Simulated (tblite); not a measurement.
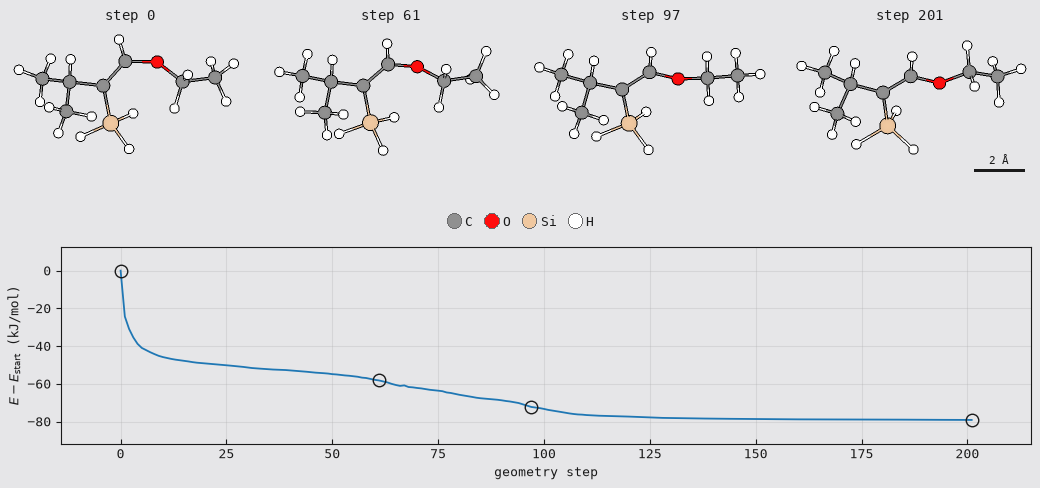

Frames of a relaxation of C7H16OSi, marked on the history of the run. A ball-and-stick model, seen at a tilt.

These are results of GFN2-xTB geometry optimisation, gas phase (tblite), not measurements. 

### What happens along the run?

An H atom moves most after the best rigid fit: 1.80 Å. Largest moves by element: H 1.80 Å, O 0.86 Å, C 0.67 Å, Si 0.33 Å. Among the contacts that change: C–Si 1.822 → 1.883 Å, C–H 1.127 → 1.087 Å, C–C 1.493 → 1.529 Å, C–O 1.393 → 1.363 Å. Bond angles that change, for instance: C–C–Si 124.6° → 115.3°, Si–C–C 117.5° → 124.0°, C–O–C 122.8° → 116.9°. Groups turn about C–O by about 85°, C–C by about 50°, C–Si by about 30°. After 201 geometry steps the energy has fallen by 79.1 kJ/mol. From step 0 to 61: H atoms move most (0.76 Å), energy −58.2 kJ/mol. From step 61 to 97: H atoms move most (0.89 Å), energy −14.1 kJ/mol. From step 97 to 201: an H atom moves most (0.63 Å), energy −6.89 kJ/mol.
